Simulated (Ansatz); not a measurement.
# (PbSe)2(CaSe)1 [001] superlattice, started as rocksalt type: from the cell to its phonons

Wanted: phonon frequencies of (PbSe)2(CaSe)1 [001] superlattice, started as rocksalt type and what follows from them.

Main program and level: Ansatz 0.2.0; DFT PBEsol, scalar-relativistic, plane waves, PAW.

The structure was built from a prototype and need not be the compound's stable phase.

### Step 1. The starting structure

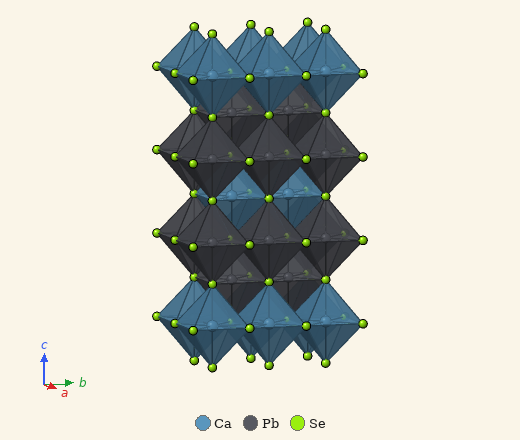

The starting structure, seen slightly off an axis (calcium blue, lead dark grey, selenium green). 1×2×1 cells are drawn. This picture shows the conventional cell, with its axes. Some periodic images of atoms are drawn too.

Structure file:

```cif
data_structure
_symmetry_space_group_name_H-M 'P 1'
_symmetry_Int_Tables_number 1
_cell_length_a 4.2804
_cell_length_b 4.2804
_cell_length_c 9.5712
_cell_angle_alpha 102.921
_cell_angle_beta 77.079
_cell_angle_gamma 90.000
_cell_volume 166.36
loop_
_atom_site_label
_atom_site_type_symbol
_atom_site_fract_x
_atom_site_fract_y
_atom_site_fract_z
_atom_site_occupancy
Ca1 Ca 0.66667 0.33333 0.66667 1
Pb2 Pb 0.00000 0.00000 0.00000 1
Pb3 Pb 0.33333 0.66667 0.33333 1
Se4 Se 0.50000 0.50000 0.00000 1
Se5 Se 0.83333 0.16667 0.33333 1
Se6 Se 0.16667 0.83333 0.66667 1
```

### Step 2. Relaxation

Harmonic phonons are second derivatives at a point where the forces vanish, and they are wanted at zero stress, so atoms and cell are relaxed first.

The input, input.yaml:

```yaml
crystal:
  lattice:
    - [3.02667, 3.02667, 0.0]
    - [-3.02667, 3.02667, 0.0]
    - [3.02667, 0.0, 9.08]
  atoms:
    - { symbol: Ca, position: [0.666667, 0.333333, 0.666667] }
    - { symbol: Pb, position: [0.0, 0.0, 0.0] }
    - { symbol: Pb, position: [0.333333, 0.666667, 0.333333] }
    - { symbol: Se, position: [0.5, 0.5, 0.0] }
    - { symbol: Se, position: [0.833333, 0.166667, 0.333333] }
    - { symbol: Se, position: [0.166667, 0.833333, 0.666667] }
kpoints:
  mp_grid: { grid: [6, 6, 6] }
hamiltonian:
  xc: pbesol
scf:
  occupations: { method: gaussian, width: 0.02 }
output:
  forces: true
  stress: true
  eigenvalues: true
  write_density: true
  write_potential: true
  elf: true
  volumetric_format: npy
relax:
  adjacent_minimum: "off"
  f_tol: 0.005
  max_steps: 80
  cell: { stress_tol: 0.05 }
```

Run with:

```sh
ansatz run input.yaml --threads 8 --pin off --max-ram 14336MiB --backend cpu --events-out ev --progress --plain --runs-dir out
```

Numbers of over 12 decimals in the logs are rounded to 6 here.

Log:

```text
Warning: the atoms were moved onto the symmetric positions of the space group found under crystal.symmetry.tolerance 1.0e-5 (fractional; no operation is sought that the atoms, as they stand in a round, miss by more than twice it, and no atom is moved by as much as it), and the run uses the moved positions. Before a round's move an operation carried an atom to 8.56e-6 Å from where it should land, the largest such dist [...]
Engine: ansatz 0.2.0, aarch64-unknown-linux-gnu
Pseudopotentials: kind: paw
Pseudopotential: Ca, paw, valence charge 10, recommended cutoff 420 eV (normal), Ca.paw.azcp
Pseudopotential: Pb, paw, valence charge 14, recommended cutoff 420 eV (normal), Pb.paw.azcp
Pseudopotential: Se, paw, valence charge 16, recommended cutoff 420 eV (normal), Se.paw.azcp
Functional definition: PBEsol
  exchange = pbesol_x
  correlation = pbesol_c
Crystal: 6 atoms, lattice volume = 166.359 Å³
Basis set: ecut = 420 eV, 3223 PW (Γ), exchange–correlation on 60×60×128 points (8 copies of the dense FFT grid, shifted against one another)
Bands: 52, of which v1, the nominal top of the filled ones, is band 43 counted from 1 (42 counted from 0)
Symmetry: 16 space group operations
Space group: I4/mmm (ITA 139), of the structure as read, at distance tolerance 5.5e-5 Å
k-points: 30 of 216
Non-local potential: Ca, projectors of the file, l = 0: 3, l = 1: 2, l = 2: 2
Non-local potential: Pb, projectors of the file, l = 0: 2, l = 1: 2, l = 2: 2, l = 3: 2
Non-local potential: Se, projectors of the file, l = 0: 2, l = 1: 2, l = 2: 3, l = 3: 1
PAW form: soft (Blöchl's): semilocal exchange-correlation on the pseudo side does not see the compensation charge
PAW frozen core: Ca, regenerated for the run's functional, and the local potential with it (the file was generated under x = pbe(κ = 0.804, μ = 0.219515), c = pbe(β = 0.066725))
PAW frozen core: Pb, regenerated for the run's functional, and the local potential with it (the file was generated under x = pbe(κ = 0.804, μ = 0.219515), c = pbe(β = 0.066725))
PAW frozen core: Se, regenerated for the run's functional, and the local potential with it (the file was generated under x = pbe(κ = 0.804, μ = 0.219515), c = pbe(β = 0.066725))
PAW one-centre angular grid: Ca, 110 points (default); XC on 64 Gauss nodes
PAW one-centre angular grid: Pb, 590 points (default); XC on 64 Gauss nodes
PAW one-centre angular grid: Se, 590 points (default); XC on 64 Gauss nodes
Initial density: superposition of atomic densities (neutral atoms: chi_scale 0, normalization atom), corrected by the library's trained network
Initial wavefunctions: pseudopotential atomic-orbital guess
Functional: x = pbesol(κ = 0.804, μ = 0.123457), c = pbesol(β = 0.046)
SCF iter   1: F=—  HF=-41582.381584 eV  |F-HF|=—  |Δ(HF+E_count)|=         —  Δρ=2.71e-3  dr2=2.47e-2  ethr=1.77e-3  ⟨swp⟩=9.4  Hψ=7419  notcnv=0  defer=2
preconditioner: auto → Resta (q_TF=auto, 2.444 Å⁻¹)  ε∞=3.2  [insulator: Δε(μ)=0.922 eV  Ē_g=13.400 eV  σ=0.020 eV  W_gap=1.00  n_scr=42 (ndim 8)  ℏωp=19.9 eV  f_vac=0.014  D(μ)=0.00/eV (n_scr^D=0)  ε∞_Penn≈3.2]
SCF iter   2: F=—  HF=-41582.374955 eV  |F-HF|=—  |Δ(HF+E_count)|=   6.63e-3  Δρ=1.11e-3  dr2=2.65e-3  ethr=2.88e-5  ⟨swp⟩=2.6  Hψ=2288  notcnv=0  defer=89
SCF iter   3: F=—  HF=-41582.374501 eV  |F-HF|=—  |Δ(HF+E_count)|=   4.54e-4  Δρ=4.25e-4  dr2=2.85e-4  ethr=3.08e-6  ⟨swp⟩=2.0  Hψ=1862  notcnv=0  defer=89
SCF iter   4: F=—  HF=-41582.374536 eV  |F-HF|=—  |Δ(HF+E_count)|=   3.49e-5  Δρ=1.29e-4  dr2=2.20e-5  ethr=3.32e-7  ⟨swp⟩=2.2  Hψ=1955  notcnv=0  defer=89
SCF iter   5: F=—  HF=-41582.374559 eV  |F-HF|=—  |Δ(HF+E_count)|=   2.33e-5  Δρ=1.90e-5  dr2=7.86e-7  ethr=2.56e-8  ⟨swp⟩=2.1  Hψ=2708  notcnv=0  defer=89
SCF iter   6: F=—  HF=-41582.374559 eV  |F-HF|=—  |Δ(HF+E_count)|=   1.28e-7  Δρ=9.21e-6  dr2=1.95e-7  ethr=1.16e-10  ⟨swp⟩=14.1  Hψ=14743  notcnv=0
SCF iter   7: F=-41582.374559 eV  HF=-41582.374559 eV  |F-HF|=9.02e-9  |Δ(HF+E_count)|=   3.02e-8  Δρ=3.69e-6  dr2=3.21e-8  ethr=1.16e-10  ⟨swp⟩=8.2  Hψ=10591  notcnv=0
SCF 1 converged in 7 iterations: F = -41582.374559 eV  dr2 = 3.21e-8
  greatest PAW one-centre occupation: 1.000 electrons in one spin orbital (limit 2), on the Se atom at site 4 (counted from 0), in its partial waves of l = 2
relax step   1: F+E_penalty+E_count = -41582.37455941 eV  Δ(F+E_penalty+E_count) = +0.000e0 eV  max|allowed force component| = 3.046e-1 eV/Å  Δτ_max = 0.0000 Å  P = -0.303 GPa  Ω = 166.359 Å³  (7 SCF iters, dr2 threshold 1.00e-7 eV, accepted)
Crystal: 6 atoms, lattice volume = 164.759 Å³
Basis set: ecut = 420 eV, 3183 PW (Γ), exchange–correlation on 60×60×128 points (8 copies of the dense FFT grid, shifted against one another)
Initial density: handed on by an earlier stage of this run
Initial wavefunctions: those handed on with the density
iter 1 solved again at ethr=3.50e-5 eV; its pass at ethr=3.10e-3 eV (dr2=3.01e-2 eV) is discarded
SCF iter   1: F=—  HF=-41582.401451 eV  |F-HF|=—  |Δ(HF+E_count)|=         —  Δρ=3.94e-3  dr2=2.98e-2  ethr=3.50e-5  ⟨swp⟩=3.5  Hψ=7618  notcnv=0
preconditioner: auto → Resta (q_TF=auto, 2.448 Å⁻¹)  ε∞=3.2  [insulator: Δε(μ)=0.926 eV  Ē_g=13.395 eV  σ=0.020 eV  W_gap=1.00  n_scr=42 (ndim 8)  ℏωp=20.0 eV  f_vac=0.008  D(μ)=0.00/eV (n_scr^D=0)  ε∞_Penn≈3.2]
SCF iter   2: F=—  HF=-41582.393217 eV  |F-HF|=—  |Δ(HF+E_count)|=   8.23e-3  Δρ=1.88e-3  dr2=6.40e-3  ethr=3.47e-5  ⟨swp⟩=3.4  Hψ=2156  notcnv=0
SCF iter   3: F=—  HF=-41582.391192 eV  |F-HF|=—  |Δ(HF+E_count)|=   2.03e-3  Δρ=2.20e-4  dr2=9.04e-5  ethr=7.44e-6  ⟨swp⟩=3.2  Hψ=2914  notcnv=0
SCF iter   4: F=—  HF=-41582.391218 eV  |F-HF|=—  |Δ(HF+E_count)|=   2.67e-5  Δρ=8.03e-5  dr2=9.29e-6  ethr=1.05e-7  ⟨swp⟩=2.0  Hψ=2858  notcnv=0
SCF iter   5: F=—  HF=-41582.391216 eV  |F-HF|=—  |Δ(HF+E_count)|=   1.89e-6  Δρ=2.29e-5  dr2=1.11e-6  ethr=1.08e-8  ⟨swp⟩=2.0  Hψ=2845  notcnv=0
SCF iter   6: F=-41582.391216 eV  HF=-41582.391216 eV  |F-HF|=2.14e-8  |Δ(HF+E_count)|=   1.87e-8  Δρ=8.74e-6  dr2=2.02e-7  ethr=6.98e-10  ⟨swp⟩=11.4  Hψ=14002  notcnv=0
SCF 2 converged in 6 iterations: F = -41582.391216 eV  dr2 = 2.02e-7
relax step   2: F+E_penalty+E_count = -41582.39121634 eV  Δ(F+E_penalty+E_count) = -1.666e-2 eV  max|allowed force component| = 1.408e-1 eV/Å  Δτ_max = 0.1019 Å  P = +0.128 GPa  Ω = 164.759 Å³  energy of the carried Pulay correction = +1.378e-4 eV  (6 SCF iters, dr2 threshold 6.00e-7 eV, accepted)
Crystal: 6 atoms, lattice volume = 165.267 Å³
iter 1 solved again at ethr=5.41e-6 eV; its pass at ethr=3.10e-3 eV (dr2=4.65e-3 eV) is discarded
SCF iter   1: F=—  HF=-41582.399571 eV  |F-HF|=—  |Δ(HF+E_count)|=         —  Δρ=1.21e-3  dr2=4.62e-3  ethr=5.41e-6  ⟨swp⟩=3.2  Hψ=7464  notcnv=0
preconditioner: auto → Resta (q_TF=auto, 2.447 Å⁻¹)  ε∞=3.2  [insulator: Δε(μ)=0.912 eV  Ē_g=13.470 eV  σ=0.020 eV  W_gap=1.00  n_scr=42 (ndim 8)  ℏωp=20.0 eV  f_vac=0.010  D(μ)=0.00/eV (n_scr^D=0)  ε∞_Penn≈3.2]
SCF iter   2: F=—  HF=-41582.398385 eV  |F-HF|=—  |Δ(HF+E_count)|=   1.19e-3  Δρ=5.98e-4  dr2=7.91e-4  ethr=5.37e-6  ⟨swp⟩=2.7  Hψ=2043  notcnv=0
SCF iter   3: F=—  HF=-41582.398114 eV  |F-HF|=—  |Δ(HF+E_count)|=   2.71e-4  Δρ=1.04e-4  dr2=5.25e-5  ethr=9.20e-7  ⟨swp⟩=2.8  Hψ=2904  notcnv=0
SCF iter   4: F=—  HF=-41582.398112 eV  |F-HF|=—  |Δ(HF+E_count)|=   2.38e-6  Δρ=5.20e-5  dr2=3.98e-6  ethr=6.11e-8  ⟨swp⟩=2.1  Hψ=2794  notcnv=0
SCF iter   5: F=-41582.398112 eV  HF=-41582.398112 eV  |F-HF|=8.31e-8  |Δ(HF+E_count)|=   7.20e-7  Δρ=1.80e-5  dr2=5.30e-7  ethr=6.98e-10  ⟨swp⟩=12.0  Hψ=14334  notcnv=0
the search or the solves at the SCF's close seem to have found levels that the self-consistency loop had missed (the run counts 1). By its estimate they hold under 1e-12 electrons; where the run keeps them, the occupations were computed again with them
SCF 3 converged in 5 iterations: F = -41582.398112 eV  dr2 = 5.30e-7
relax step   3: F+E_penalty+E_count = -41582.39811225 eV  Δ(F+E_penalty+E_count) = -6.896e-3 eV  max|allowed force component| = 7.811e-3 eV/Å  Δτ_max = 0.0317 Å  P = -0.019 GPa  Ω = 165.267 Å³  energy of the carried Pulay correction = +9.377e-5 eV  (5 SCF iters, dr2 threshold 6.00e-7 eV, accepted)
[...]
relax step   4: F+E_penalty+E_count = -41582.39819972 eV  Δ(F+E_penalty+E_count) = -8.747e-5 eV  max|allowed force component| = 1.461e-3 eV/Å  Δτ_max = 0.0017 Å  P = +0.006 GPa  Ω = 165.198 Å³  energy of the carried Pulay correction = +9.981e-5 eV  (5 SCF iters, dr2 threshold 3.25e-8 eV, accepted)
Initial wavefunctions: pseudopotential atomic-orbital guess (no wavefunctions were taken with the density)
iter 1 solved again at ethr=3.91e-7 eV; its pass at ethr=3.10e-3 eV (dr2=3.36e-4 eV) is discarded
SCF iter   1: F=—  HF=-41582.398093 eV  |F-HF|=—  |Δ(HF+E_count)|=         —  Δρ=6.32e-6  dr2=1.63e-8  ethr=3.91e-7  ⟨swp⟩=3.1  Hψ=11068  notcnv=0
eigensolver tolerance schedule: the retry pair's looser diagonalisation over-reported the residual by 20656.84 of it (diagonalisation noise at an unbounded share of the residual, at the tolerance the schedule requests for it); recorded, not acted on — ethr = c·dr2/N_el stays at c = 1.0e-1
preconditioner: auto → Resta (q_TF=auto, 2.447 Å⁻¹)  ε∞=3.2  [insulator: Δε(μ)=0.911 eV  Ē_g=13.443 eV  σ=0.020 eV  W_gap=1.00  n_scr=42 (ndim 8)  ℏωp=20.0 eV  f_vac=0.010  D(μ)=0.00/eV (n_scr^D=0)  ε∞_Penn≈3.2]
SCF iter   2: F=—  HF=-41582.398107 eV  |F-HF|=—  |Δ(HF+E_count)|=   1.32e-5  Δρ=3.26e-6  dr2=4.38e-9  ethr=1.89e-11  ⟨swp⟩=3.3  Hψ=3964  notcnv=0
SCF iter   3: F=—  HF=-41582.398107 eV  |F-HF|=—  |Δ(HF+E_count)|=   2.95e-9  Δρ=1.18e-6  dr2=7.99e-10  ethr=5.09e-12  ⟨swp⟩=3.0  Hψ=2617  notcnv=0
SCF iter   4: F=—  HF=-41582.398107 eV  |F-HF|=—  |Δ(HF+E_count)|=  5.53e-10  Δρ=1.90e-7  dr2=7.32e-11  ethr=1.00e-12  ⟨swp⟩=2.0  Hψ=2548  notcnv=0
SCF iter   5: F=-41582.398107 eV  HF=-41582.398107 eV  |F-HF|=1.46e-11  |Δ(HF+E_count)|=  2.91e-11  Δρ=7.02e-8  dr2=9.87e-12  ethr=1.00e-12  ⟨swp⟩=6.3  Hψ=6721  notcnv=0
SCF 5 converged in 5 iterations: F = -41582.398107 eV  dr2 = 9.87e-12
relax step   5: F+E_penalty+E_count = -41582.39810662 eV  Δ(F+E_penalty+E_count) = +9.310e-5 eV  max|allowed force component| = 1.472e-3 eV/Å  Δτ_max = 0.0000 Å  P = +0.006 GPa  Ω = 165.198 Å³  stress off target by 7.94e-3 GPa  SCF on the basis re-selected at this cell (its energy is not comparable with the rows above)  (5 SCF iters)
basis re-selected at this cell: Δ(F+E_penalty+E_count) = +9.310e-5 eV, ΔP = -0.000 GPa vs the last step (what re-selecting the basis moved, of the pressure what is left beyond the Pulay correction that the steps carried, after the strain that the cell walked since its last selection, with what the two solves' SCF thresholds leave and, on support functions, any second-order correction that the steps lacked; it is no m [...]
SCF converged after 5 iterations
Free energy (F): -41582.398107 eV
Harris-Foulkes:  -41582.398107 eV  (|F-HF|=1.46e-11)
Internal energy: -41582.398107 eV  (E = F + TS)
E sigma→0 (E₀):  -41582.398107 eV
Fermi energy:    8.868027 eV
--- Per-component energies (eV) ---
  E_band       = -1364.630825
  E_kinetic    = 1210.804033
  E_local      = -10269.343624  (includes V_loc(G=0)·N_el)
  E_nonlocal   = -1010.638284
  E_hartree    = 4755.792353
  E_xc         = -886.738824
  E_vxc        = -733.512240  (∫ρ·V_xc dr)
  E_paw        = -26946.682611  (= ΣΔE_a)
  E_vpaw       = -73.523770  (= ΣTr[D̂ρ^β])
  E_aug_tail   = -0.001632  (compensation charges beyond the density's cutoff)
  E_ewald      = -8438.857897
  E_core_change = 3.268379  (= ΣΔE_core)
  E_smearing   = -0.000000  (= −TS)
  E_closure    = 0.000000  (closes the sum)
  Σ components = -41582.398107   (vs F -41582.398107, Δ=0.00e0)
--- Forces (eV/Å), atoms counted from 1 ---
  atom   1  Ca    -0.00000000    -0.00000000     0.00000000
  atom   2  Pb    -0.00000000     0.00000000    -0.00059047
  atom   3  Pb     0.00000000     0.00000000     0.00059047
  atom   4  Se     0.00000000     0.00000000    -0.00147208
  atom   5  Se    -0.00000000     0.00000000     0.00147208
  atom   6  Se    -0.00000000     0.00000000     0.00000000
  max |Σ_I F_I| component: 6.51e-19 eV/Å
--- Stress (GPa, compression-positive) ---
        0.007938      -0.000000      -0.000000
       -0.000000       0.007938      -0.000000
       -0.000000      -0.000000       0.000950
  P = ⅓ Tr σ = 0.0056 GPa (0.056 kbar)
--- Band table (eV; the first three rows and the last of 30) ---
  k-point 0: bands = [... 39 lower, 6.1705, 7.2289, 7.3724, 7.3724, 10.3807, 11.2492, 11.9787, 12.2804, ... 5 higher]
  k-point 1: bands = [... 39 lower, 6.3794, 7.2513, 7.3516, 7.3516, 10.3772, 11.4526, 11.8644, 12.2804, ... 5 higher]
  k-point 2: bands = [... 39 lower, 6.5668, 7.3079, 7.3079, 7.6790, 10.3701, 11.1837, 11.7841, 12.2805, ... 5 higher]
  k-point 29: bands = [... 39 lower, 6.1442, 6.2286, 6.4774, 7.3518, 10.9886, 11.2332, 11.2665, 12.6922, ... 5 higher]
--- Relaxed structure (4 steps of the walk, 4 accepted, 1 SCFs on fresh bases) ---
  F+E_penalty+E_count = -41582.39810662 eV   max|allowed force component| = 1.472e-3 eV/Å   (the final SCF, on the basis selected at the relaxed cell)
  cell:  # Å, volume = 165.1975 Å³
    - [3.019677, 3.019677, 0.0]
    - [-3.019677, 3.019677, 0.0]
    - [3.019677, 0, 9.058420]
  atoms:
    - { symbol: Ca, position: [0.666667, 0.333333, 0.666667] }
    - { symbol: Pb, position: [0.000757795, -0.000757795, -0.00151559] }
    - { symbol: Pb, position: [0.332576, 0.667424, 0.334849] }
    - { symbol: Se, position: [0.503907, 0.496093, -0.00781453] }
    - { symbol: Se, position: [0.829426, 0.170574, 0.341148] }
    - { symbol: Se, position: [0.166667, 0.833333, 0.666667] }
```

Run time: 20 s. Hardware: 8 threads of Arm Neoverse V1, shared host; peak memory 0.81 GiB.

Relaxation path:

```
step  energy less that of the first step (eV)  largest force component (eV/Å)  pressure (GPa)  volume (Å³)
   1                                   0.0000                          0.3046           -0.30       166.36
   2                                  -0.0167                          0.1408            0.13       164.76
   3                                  -0.0236                          0.0078           -0.02       165.27
   4                                  -0.0236                          0.0015            0.01       165.20
  5*                                  -0.0235                          0.0015            0.01       165.20
```

Relaxation steps marked * repeat the geometry before them on a plane-wave basis chosen anew for their cell, so energy and pressure can jump there.

The run keeps the 16 symmetry operations that it works with, so distortions that break them were not tested.

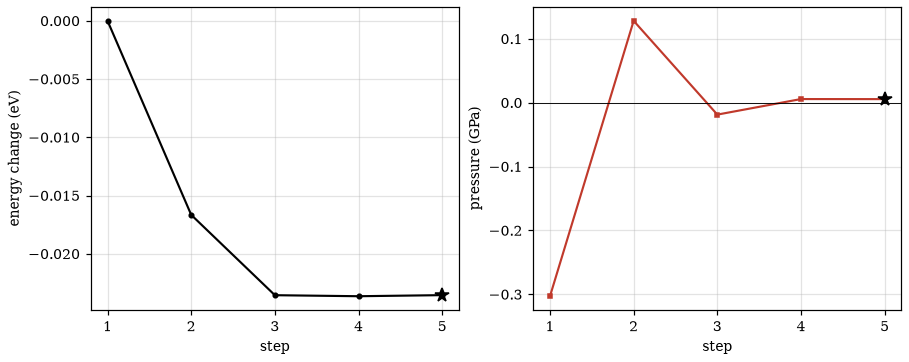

Energy and pressure along the relaxation. Stars mark steps on a basis chosen anew.

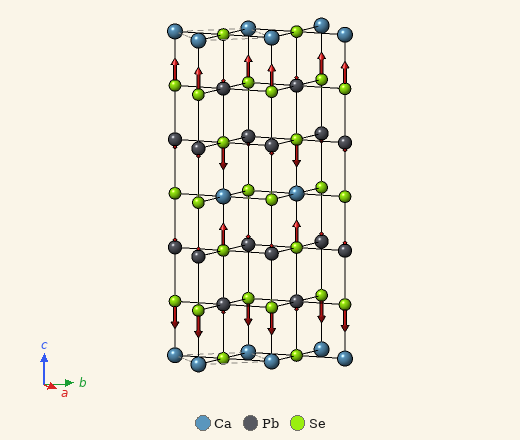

Displacements in the relaxation, exaggerated, measured against the changing cell; the longest in the cell stands for 0.07 Å. 1×2×1 conventional cells are drawn. Some periodic images of atoms are drawn too.

```
conventional cell, symmetrised  before   after  change
                         a (Å)   4.280   4.270  -0.2 %
                         b (Å)   4.280   4.270  -0.2 %
                         c (Å)  18.160  18.117  -0.2 %
              volume (Å³/atom)   27.73   27.53  -0.7 %
```

The atoms that moved most (Å, as changes of fractional coordinates times the final cell):

```
atom     dx     dy      dz  length
 Se5  0.000  0.000   0.071   0.071
 Se4  0.000  0.000  -0.071   0.071
 Pb3  0.000  0.000   0.014   0.014
 Pb2  0.000  0.000  -0.014   0.014
```

The relaxed structure:

```xyz
6
Lattice="3.0197 3.0197 0.0000 -3.0197 3.0197 0.0000 3.0197 0.0000 9.0584" Properties=species:S:1:pos:R:3 pbc="T T T"
Ca    3.0197    3.0197    6.0389
Pb    0.0000    0.0000   -0.0137
Pb    0.0000    3.0197    3.0332
Se    0.0000    3.0197   -0.0708
Se    3.0197    3.0197    3.0903
Se    0.0000    3.0197    6.0389
```

This step gave:

```yaml
pressure: 0.005609 GPa
gap_on_the_k_mesh: 0.9105 eV
volume_per_atom: 27.53 Å³
direct_gap_on_mesh: 0.9497 eV
```

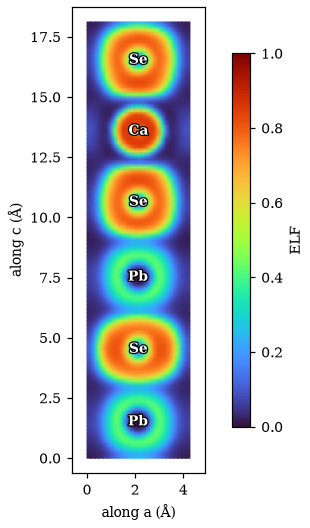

ELF in the ac plane of the conventional cell at fractional y = 0.000, with atoms of Ca and Pb and Se within 0.2 Å of it. It is the smooth field of the valence electrons, not physical close to the nuclei. The map starts off the cell's origin, so that atoms lie inside it.

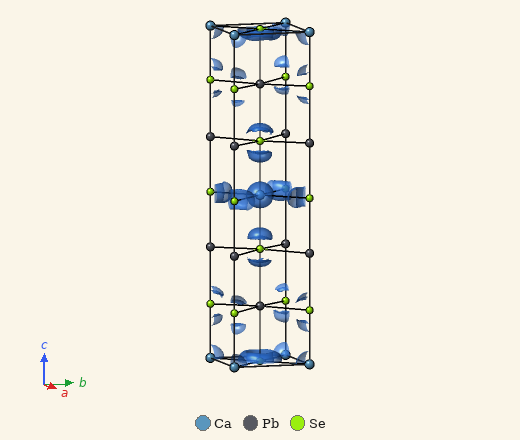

Surface of ELF = 0.79.

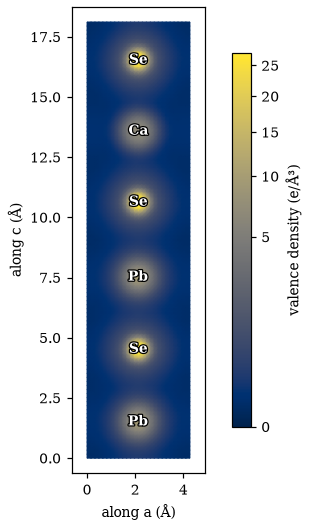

Valence density in the ac plane of the conventional cell at fractional y = 0.000, with atoms of Ca and Pb and Se within 0.2 Å of it. It is the smooth field of the valence electrons, not physical close to the nuclei. The map starts off the cell's origin, so that atoms lie inside it. The colour scale is stretched toward low values.

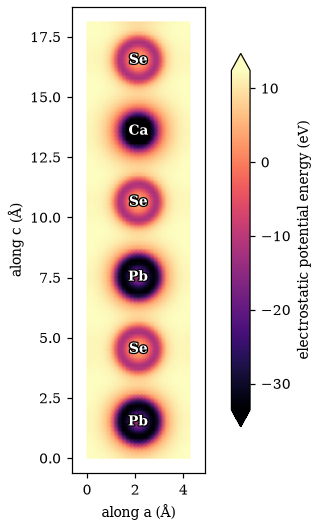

Electrostatic potential energy in the ac plane of the conventional cell at fractional y = 0.000, with atoms of Ca and Pb and Se within 0.2 Å of it. With pseudopotentials it is smooth inside the atoms' cores, unlike the true potential. The map starts off the cell's origin, so that atoms lie inside it.

In this step the volume went from 27.73 to 27.53 Å³/atom.

(Part 1 of 3 ends here.)

[Logs are printed without paths, hosts, clocks, repeated set-up lines and the standing remarks that a program may print on its own settings, such as how far it seeks lower states.]

[Hosts, paths, dates, database ids (printed as entryN), source tags and the programs' standing remarks are cut or masked in the printed files.]
